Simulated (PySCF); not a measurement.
**F$_{4}$Zr, SMILES `F[Zr](F)(F)F`: what the electrons do**

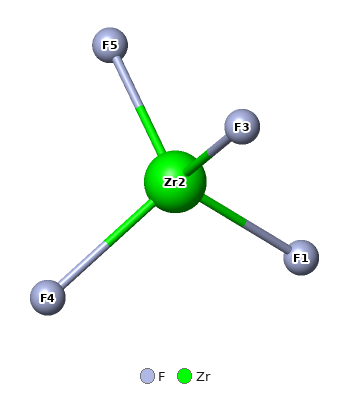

The molecule, with its atoms numbered as below. No frequency check shows the geometry to be a minimum.

Geometry (Å), atoms numbered from 1:

```
F1       1.0639   -1.1223   -1.0021
Zr2      0.0001    0.0001    0.0001
F3       1.0641    1.1220    1.0018
F4      -1.0642   -1.0023    1.1218
F5      -1.0642    1.0022   -1.1220
```

Part 1: Bonding charge

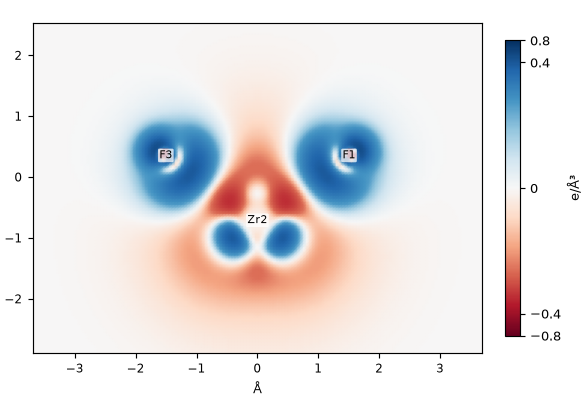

Deformation density (molecule less spherical, spin-averaged free atoms) in the plane of F1, Zr2 and F3; colour scale in e/Å³, logarithmic beyond ±0.1; blue: gain, red: loss.

Computed with PySCF, ωB97X/def2-TZVP, geometry: GFN2-xTB. Core potentials replace the inner electrons of Zr; spin–orbit coupling isn't included. This is a single-reference result, which may miss multireference character in this system.

Describe the bonding that the map shows.

Answer. Zr2–F3 and F1–Zr2: +0.06 e/Å³ at the bond critical point (bond length 1.84 Å, Mayer order 0.9); up to 0.6 Å beside the axis the gain reaches +0.30 e/Å³. In all, 1.5 electrons gather in the regions of gain relative to the promolecule. A small or negative value marks a very polar bond, one between electron-rich atoms, whose free-atom densities already overlap strongly, a long bond to a heavier atom, or a closed-shell contact such as a hydrogen bond.

Part 2: Local ionisation energy

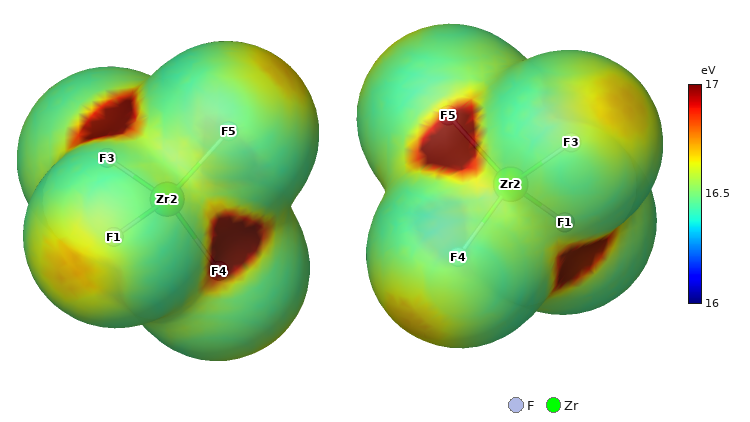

Average local ionisation energy on the surface of electron density 0.001 a.u. (back view left, front view right).

Where are the most loosely bound electrons on this surface?

Answer. The lowest value is 16.4 eV, 1.7 Å from F1, and at like points elsewhere. For comparison, the highest occupied orbital lies at −14.8 eV.

Part 3: In an electric field

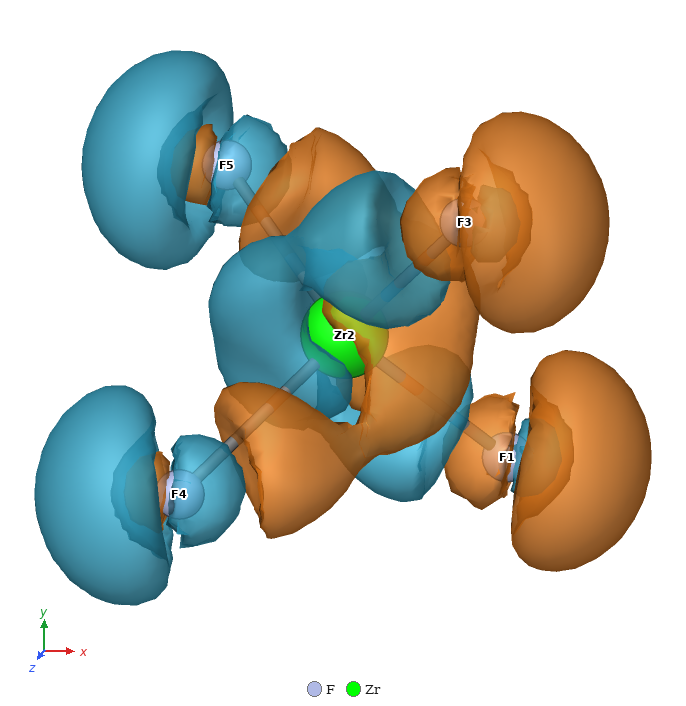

Change of the electron density in a uniform field of 0.21 V/Å, surfaces at ±0.0015 e/Å³ (light blue: gain, orange: loss).

Computed with PySCF, ωB97X/def2-TZVP, geometry: GFN2-xTB. Core potentials replace the inner electrons of Zr; spin–orbit coupling isn't included. This is a single-reference result, which may miss multireference character in this system. A basis without diffuse functions makes polarisabilities too small.

Along which Cartesian direction does the field point?

Answer. Along +x: electrons gather on the −x side, against the field.

What dipole is induced, and what polarisability does it imply?

Answer. The induced dipole is 0.30 D (along the field); α along this axis, from the fields in both directions, is 30 bohr³ (4.4 Å³).

Which atoms gain and lose the most charge?

Answer. Electrons gather most on F4 and F5 alike (Hirshfeld charge changes by −0.006 e) and leave F1 and F3 alike most (+0.006 e); 0.031 electrons are displaced in all.
